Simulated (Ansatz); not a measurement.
**Run report: CH₂O, geometry relaxation (part 4 of 4)**

CH₂O (disordered cell, 40 atoms in the cell); DFT PBE-D3(BJ), scalar-relativistic, plane waves, PAW, no spin polarisation (Ansatz 0.2.0); cutoff 420 eV, 1×1×1 k-mesh, Fermi–Dirac smearing of 0.05 eV. The run did not end well. It belongs to a series of runs on one base structure; here: start relaxed.

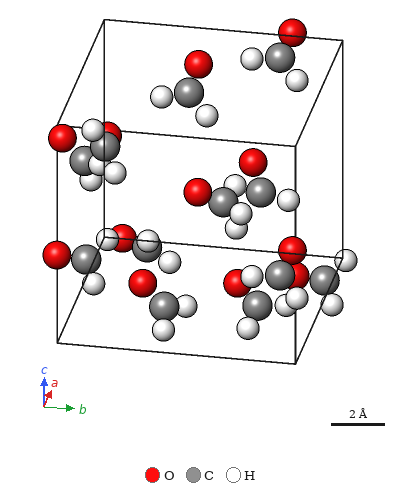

Figure 1. The geometry at step 13 of the log (spheres-only view of the cell of the calculation, seen at an oblique angle).

### Trajectory as extended XYZ, continued
```
40
Lattice="9.2560 0.0000 0.0000 0.0000 9.2560 0.0000 0.0000 0.0000 9.2560" Properties=species:S:1:pos:R:3:forces:R:3 step=11 energy=-8491.16522
O     4.0173    8.4263    1.7110    0.1160   0.2740  -0.0856
C     4.5375    9.4745    1.3839   -0.0781  -0.1226  -0.0651
H     4.7282    9.7442    0.3097   -0.0841  -0.0785   0.2355
H     4.8533   10.2343    2.1417    0.0062  -0.0627  -0.0882
O     7.1214    7.6822    1.2413    0.0049   0.0144  -0.0573
C     7.1302    7.2082    0.1233    0.0249   0.0176   0.0173
H     7.1631    7.8666   -0.7820   -0.0134  -0.0215   0.0376
H     7.1189    6.1096   -0.0577    0.0084   0.0368  -0.0003
O     1.4227    5.2480    6.2277   -0.2879   0.4119  -0.0824
C     0.8382    6.3176    6.1841    0.1004  -0.2099   0.1309
H     0.4641    6.8089    7.1192    0.0622  -0.0542  -0.0724
H     0.6420    6.8663    5.2309    0.0980  -0.1717   0.0438
O     7.1083    6.1454    4.8100   -0.1253   0.0988  -0.1334
C     6.3941    6.6130    3.9442    0.0865  -0.0343   0.0803
H     6.2906    7.7118    3.7911   -0.0041  -0.0626  -0.0076
H     5.7963    5.9747    3.2526    0.0543   0.0291   0.0491
O     0.9460    6.8756    2.7325    0.0459   0.0881  -0.1497
C     1.0991    7.5915    1.7640   -0.0281  -0.1062   0.0627
H     1.1613    8.7022    1.8399   -0.0088  -0.0921   0.0027
H     1.1808    7.1742    0.7279    0.0158   0.0771   0.0940
O     4.9205    1.0015    6.4765    0.0416  -0.0296  -0.0439
C     5.7359    0.7282    5.6234    0.0090   0.0036   0.0585
H     5.6700    1.1388    4.5861    0.0002  -0.0341   0.0368
H     6.6035    0.0524    5.8337   -0.0476   0.0592  -0.0459
O     1.4071   -0.0276    8.0538   -0.0145   0.1578  -0.2140
C     1.2730    0.8243    7.1966   -0.0407  -0.0783   0.0985
H     0.2744    1.2471    6.9301    0.0746  -0.0305   0.0307
H     2.1370    1.2318    6.6159   -0.0072  -0.0685   0.1020
O     8.9579    2.6060    4.8787    0.0005  -0.0047  -0.0583
C     9.6035    3.4274    4.2551    0.0462   0.0531   0.1047
H     9.1604    4.3894    3.9160   -0.0158  -0.0257  -0.0327
H    10.6744    3.2617    4.0002   -0.0341  -0.0201  -0.0412
O     2.8128    2.7834    1.4525    0.0079   0.0047   0.0022
C     2.5363    3.6732    0.6773   -0.0415   0.0140  -0.0286
H     2.0543    4.6195    1.0187    0.0027  -0.0124   0.0184
H     2.7440    3.5934   -0.4163    0.0042  -0.0098   0.0143
O     7.5330    3.9624    8.5620    0.0084  -0.0527  -0.1140
C     7.3845    3.6427    7.3995   -0.0120   0.0590   0.0225
H     7.2005    4.3893    6.5923    0.0124  -0.0422   0.0295
H     7.4290    2.5784    7.0715    0.0118   0.0244   0.0493
40
Lattice="9.2560 0.0000 0.0000 0.0000 9.2560 0.0000 0.0000 0.0000 9.2560" Properties=species:S:1:pos:R:3:forces:R:3 step=12 energy=-8491.00013 accepted=F
O     3.9791    8.4539    1.7257   -0.1679  -0.1226   0.1444
C     4.5026    9.4843    1.3713    0.3478   0.1759   0.0160
H     4.6365    9.7337    0.2926   -0.0702   0.0922   0.0199
H     4.9226   10.2237    2.1081   -0.1368  -0.1300  -0.1836
O     7.1455    7.7510    1.2160   -0.0404   0.0484   0.0595
C     7.1375    7.2573    0.1081    0.1493  -0.0086  -0.1037
H     7.1374    7.9000   -0.8096   -0.0524  -0.0403   0.0468
H     7.1631    6.1554   -0.0535   -0.0310   0.0341  -0.0073
O     1.2694    5.1325    6.2630   -0.1028   1.0294   0.0038
C     0.8523    6.2858    6.1888   -0.7420  -1.0591  -0.0884
H     0.4631    6.8188    7.0974    0.4353   0.0041  -0.1262
H     0.6628    6.7788    5.2002    0.3720  -0.0151   0.2191
O     7.1005    6.2408    4.8397   -0.0073   0.0464  -0.1560
C     6.4109    6.6573    3.9302   -0.2002   0.0248   0.2124
H     6.2506    7.7495    3.7654    0.0603  -0.1216  -0.0905
H     5.8502    5.9763    3.2439    0.1573   0.0846   0.0254
O     1.0120    6.7820    2.7237   -0.1184   0.2351  -0.2997
C     1.0996    7.5524    1.7859    0.4676  -0.1988   0.1405
H     1.1382    8.6622    1.9165   -0.1723  -0.1765  -0.0012
H     1.2343    7.1879    0.7329   -0.1629   0.1016   0.1643
O     4.9209    0.9485    6.5023    0.1198   0.0710  -0.0069
C     5.7431    0.7321    5.6391   -0.1588  -0.3189  -0.1264
H     5.6125    1.1054    4.5899    0.0912   0.0410   0.1589
H     6.6427    0.0882    5.8273   -0.0493   0.2054  -0.0196
O     1.3610   -0.1125    8.0083   -0.0120   0.6709  -0.2479
C     1.2955    0.8397    7.2443   -0.0841  -0.9315  -0.2922
H     0.3147    1.2763    6.9313    0.1558   0.1464   0.2314
H     2.1954    1.2164    6.6945   -0.0536   0.1125   0.3074
O     8.9656    2.6184    4.8347    0.2380   0.3609   0.4602
C     9.6342    3.5017    4.3194   -0.4733  -0.8071  -1.5805
H     9.1436    4.4044    3.8740    0.2396   0.1425   0.5760
H    10.6695    3.2872    3.9455    0.0092   0.3018   0.5512
O     2.8150    2.7846    1.4577   -0.2100  -0.0366  -0.0735
C     2.4754    3.6551    0.6834    0.5742   0.2391   0.1233
H     2.0196    4.6085    1.0417   -0.1947  -0.1139  -0.0210
H     2.7101    3.5983   -0.4065   -0.2034  -0.0939  -0.0162
O     7.5850    3.9862    8.5382   -0.1867  -0.0229  -0.0345
C     7.3791    3.6380    7.3934    0.5815   0.0794  -0.0924
H     7.2039    4.3686    6.5689   -0.1840  -0.0668   0.0652
H     7.4706    2.5699    7.0850   -0.1847   0.0168   0.0419
40
Lattice="9.2560 0.0000 0.0000 0.0000 9.2560 0.0000 0.0000 0.0000 9.2560" Properties=species:S:1:pos:R:3:forces:R:3 step=13 energy=-8491.19922
O     3.9900    8.4556    1.7261    0.0400   0.1352  -0.0029
C     4.5193    9.4902    1.3779    0.0036  -0.0155  -0.0503
H     4.6713    9.7486    0.2981   -0.0539  -0.0226   0.1631
H     4.8882   10.2434    2.1206   -0.0226  -0.0896  -0.1116
O     7.1178    7.7283    1.2196    0.0020   0.0199  -0.0177
C     7.1383    7.2444    0.1065    0.0293   0.0159  -0.0250
H     7.1466    7.8955   -0.8048   -0.0139  -0.0306   0.0394
H     7.1611    6.1441   -0.0649    0.0098   0.0408  -0.0009
O     1.3468    5.1974    6.2624   -0.1961   0.3031  -0.0528
C     0.8179    6.2929    6.2009    0.0215  -0.1045   0.0806
H     0.4642    6.8197    7.1256    0.0746  -0.0751  -0.0982
H     0.6538    6.8300    5.2340    0.0784  -0.1490   0.0827
O     7.1052    6.2029    4.8203   -0.0925   0.0661  -0.1036
C     6.3993    6.6428    3.9343    0.0470  -0.0147   0.0561
H     6.2757    7.7373    3.7647   -0.0084  -0.0708  -0.0176
H     5.8285    5.9811    3.2403    0.0644   0.0487   0.0572
O     0.9778    6.8132    2.7270    0.0361   0.0905  -0.1409
C     1.1168    7.5579    1.7782   -0.0114  -0.0766   0.0329
H     1.1509    8.6686    1.8833   -0.0131  -0.1217   0.0062
H     1.2150    7.1711    0.7317    0.0070   0.0734   0.1071
O     4.9316    0.9810    6.5053    0.0355  -0.0205  -0.0389
C     5.7378    0.7270    5.6376    0.0374  -0.0227   0.0334
H     5.6381    1.1277    4.5983    0.0039  -0.0347   0.0597
H     6.6296    0.0776    5.8338   -0.0726   0.0769  -0.0490
O     1.3815   -0.0680    8.0371   -0.0146   0.1311  -0.1721
C     1.2845    0.8108    7.2030   -0.0195  -0.0455   0.0558
H     0.3001    1.2577    6.9220    0.0846  -0.0317   0.0286
H     2.1736    1.2185    6.6599   -0.0397  -0.0668   0.0984
O     8.9489    2.5994    4.8572   -0.0085  -0.0135  -0.0311
C     9.5950    3.4252    4.2401    0.0330   0.0318   0.0570
H     9.1532    4.3915    3.9115   -0.0029  -0.0181  -0.0180
H    10.6610    3.2525    3.9695   -0.0286  -0.0017  -0.0245
O     2.8005    2.7715    1.4502   -0.0006   0.0000   0.0035
C     2.5057    3.6615    0.6820   -0.0148   0.0257  -0.0186
H     2.0153    4.5999    1.0331   -0.0066  -0.0189   0.0130
H     2.7097    3.5909   -0.4129   -0.0079  -0.0085   0.0097
O     7.5824    3.9909    8.5493    0.0015  -0.0308  -0.0759
C     7.4153    3.6517    7.3955    0.0108   0.0503  -0.0029
H     7.2172    4.3844    6.5787    0.0058  -0.0440   0.0339
H     7.4603    2.5819    7.0862    0.0020   0.0190   0.0342
40
Lattice="9.2560 0.0000 0.0000 0.0000 9.2560 0.0000 0.0000 0.0000 9.2560" Properties=species:S:1:pos:R:3:forces:R:3 step=14 energy=-8491.22356
O     3.9488    8.4901    1.7518    0.0549   0.0259   0.0788
C     4.5068    9.4977    1.3750   -0.0921   0.1432  -0.0211
H     4.6093    9.7420    0.2892    0.0336   0.0098   0.0964
H     4.9267   10.2508    2.0952   -0.0199  -0.1744  -0.1549
O     7.1181    7.7748    1.2035    0.0436   0.0179   0.0136
C     7.1622    7.2811    0.0954   -0.1219   0.0136  -0.0741
H     7.1378    7.9242   -0.8218    0.0379  -0.0504   0.0496
H     7.2092    6.1793   -0.0662    0.0652   0.0625   0.0016
O     1.2697    5.1489    6.2956   -0.1732   0.3047  -0.0254
C     0.8021    6.2709    6.2148    0.0107  -0.0772   0.0470
H     0.4742    6.8362    7.1282    0.0907  -0.1246  -0.1484
H     0.6747    6.7951    5.2341    0.0547  -0.1354   0.1273
O     7.1022    6.2630    4.8356   -0.0974   0.0455  -0.0944
C     6.4039    6.6694    3.9281    0.0608  -0.0040   0.0201
H     6.2614    7.7580    3.7345   -0.0233  -0.0914  -0.0145
H     5.8653    5.9802    3.2326    0.0693   0.0773   0.0861
O     1.0090    6.7476    2.7118    0.0259   0.1324  -0.1742
C     1.1290    7.5260    1.7867    0.0180  -0.0689   0.0388
H     1.1325    8.6351    1.9266   -0.0208  -0.1742   0.0059
H     1.2445    7.1754    0.7286   -0.0087   0.0745   0.1341
O     4.9429    0.9579    6.5284    0.0477  -0.0137  -0.0477
C     5.7411    0.7262    5.6468    0.0506  -0.0543   0.0076
H     5.6088    1.1190    4.6067    0.0148  -0.0378   0.0960
H     6.6558    0.1022    5.8274   -0.1082   0.1041  -0.0521
O     1.3453   -0.1199    8.0023   -0.0140   0.2955  -0.2175
C     1.2951    0.8074    7.2145   -0.0038  -0.2471  -0.0082
H     0.3277    1.2810    6.9158    0.1177  -0.0067   0.0770
H     2.2119    1.2107    6.7121   -0.0905  -0.0466   0.1538
O     8.9375    2.5845    4.8276    0.0082   0.0214   0.0569
C     9.5882    3.4262    4.2374   -0.0371  -0.0976  -0.1808
H     9.1415    4.3899    3.9075    0.0307   0.0196   0.0617
H    10.6479    3.2467    3.9453   -0.0106   0.0525   0.0575
O     2.7855    2.7622    1.4483    0.0421   0.0263   0.0049
C     2.4844    3.6583    0.6890   -0.1471  -0.0363  -0.0236
H     1.9759    4.5840    1.0486    0.0406  -0.0058   0.0140
H     2.6763    3.5931   -0.4084    0.0337   0.0172   0.0140
O     7.6169    4.0140    8.5364    0.0606  -0.0089  -0.0655
C     7.4486    3.6562    7.3887   -0.1817   0.0306   0.0156
H     7.2261    4.3735    6.5640    0.0749  -0.0440   0.0329
H     7.4807    2.5798    7.1011    0.0635   0.0247   0.0112
40
Lattice="9.2560 0.0000 0.0000 0.0000 9.2560 0.0000 0.0000 0.0000 9.2560" Properties=species:S:1:pos:R:3:forces:R:3 step=15 energy=-8491.15474 accepted=F
O     3.9272    8.5166    1.7887   -0.0605   0.1088   0.1458
C     4.4620    9.5214    1.3718    0.3589  -0.0038   0.0664
H     4.5302    9.7268    0.2777   -0.0516   0.1516   0.0588
H     4.9690   10.2641    2.0583   -0.2598  -0.2483  -0.2708
O     7.1532    7.8444    1.1797   -0.1702  -0.0325  -0.0414
C     7.1529    7.3339    0.0773    0.5519  -0.0049  -0.0394
H     7.1149    7.9674   -0.8476   -0.1728  -0.1051   0.0729
H     7.2925    6.2326   -0.0699   -0.1831   0.1722  -0.0054
O     1.1495    5.0728    6.3291   -0.1810   0.7293  -0.0277
C     0.7872    6.2367    6.2274   -0.0519  -0.3627   0.0492
H     0.4941    6.8505    7.1270    0.1630  -0.2426  -0.2457
H     0.7051    6.7458    5.2306    0.0837  -0.1428   0.2148
O     7.0842    6.3467    4.8665   -0.1044   0.0660  -0.2933
C     6.4232    6.7073    3.9101   -0.1174  -0.0265   0.2691
H     6.2405    7.7875    3.6946    0.0529  -0.1551  -0.0692
H     5.9186    5.9813    3.2212    0.1832   0.1402   0.0917
O     1.0535    6.6547    2.6906    0.0493   0.2784  -0.2984
C     1.1535    7.4786    1.7998   -0.0367  -0.0902   0.0906
H     1.1101    8.5845    1.9877    0.0036  -0.3101  -0.0086
H     1.2869    7.1790    0.7260   -0.0083   0.0863   0.2178
O     4.9595    0.9260    6.5596    0.0892  -0.0244  -0.1029
C     5.7455    0.7231    5.6589    0.0789  -0.0660   0.0121
H     5.5719    1.1087    4.6197    0.0292  -0.0591   0.1582
H     6.6905    0.1341    5.8185   -0.1953   0.1454  -0.0637
O     1.2997   -0.1608    7.9839   -0.0142   0.4529  -0.5501
C     1.3066    0.7792    7.2027    0.1134  -0.0324   0.5017
H     0.3672    1.3153    6.9078    0.1878  -0.1831  -0.0248
H     2.2649    1.1947    6.7793   -0.2769  -0.2323   0.0766
O     8.9258    2.5771    4.8171   -0.0575  -0.0713  -0.2546
C     9.5581    3.4028    4.1840    0.1552   0.2877   0.6683
H     9.1296    4.4009    3.9299   -0.0131  -0.1853  -0.2007
H    10.6313    3.2436    3.9280   -0.1236  -0.0527  -0.2079
O     2.8096    2.7755    1.4553   -0.3539   0.1424  -0.2530
C     2.4019    3.6330    0.6924    0.7873   0.1522   0.2976
H     1.9172    4.5650    1.0714   -0.2186  -0.1822  -0.0373
H     2.6261    3.5974   -0.4012   -0.2562  -0.1155   0.0031
O     7.7251    4.0545    8.5078   -0.4505  -0.1836  -0.4399
C     7.4270    3.6579    7.3920    1.1030   0.2547   0.1991
H     7.2423    4.3602    6.5427   -0.3101  -0.1045   0.1582
H     7.5177    2.5780    7.1223   -0.3227   0.0491   0.0829
```

### Outcome

- outcome: not converged
- wall time: 88 s
- peak memory: 0.61 GiB

### Diagnosis

The run did not converge: “geometry relaxation did not converge after 15 steps: max|allowed force component| = 3.05e-1 eV/Å (threshold 3.0e-1). Raise `relax.max_steps` over both its present limit and 15, loosen `relax.f_tol`, or start from a geometry closer to equilibrium …” Its last values are not results.
